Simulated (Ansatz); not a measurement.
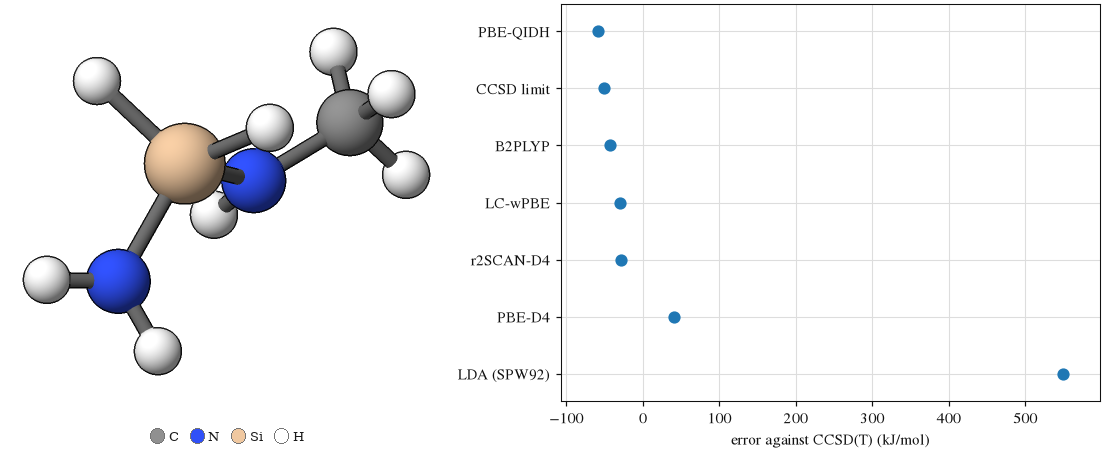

Error in the electronic atomisation energy (method less reference, so positive means overbinding) of CH₈N₂Si, SMILES CN[SiH2]N: functionals in def2-TZVPP against frozen-core CCSD(T) at the limit (MP2 extrapolated from triple and quadruple zeta, plus CCSD(T) less MP2 in a smaller set), which gives 4196.4 kJ/mol, at a PBE0-D4/def2-TZVP geometry (a minimum by its frequencies), no zero-point or spin-orbit term, the Ansatz code 0.2.0. The reference leaves out core correlation, a term that grows with the number of heavy atoms. PBE-QIDH and B2PLYP hold a correlation term that converges slowly with the basis, so part of the distance to the limit is basis error. No dispersion term is added to PBE-QIDH, B2PLYP and LC-wPBE. Limit means the basis limit.

### Which of these levels overbind, and which underbind?

Overbind: PBE-D4 and LDA (SPW92). Underbind: PBE-QIDH, CCSD limit, B2PLYP, LC-wPBE and r2SCAN-D4.

### What range do the values span?

From −58.6 kJ/mol (PBE-QIDH) to 549.4 kJ/mol (LDA (SPW92)).

Limits of at least one run: one conformer of a flexible molecule.
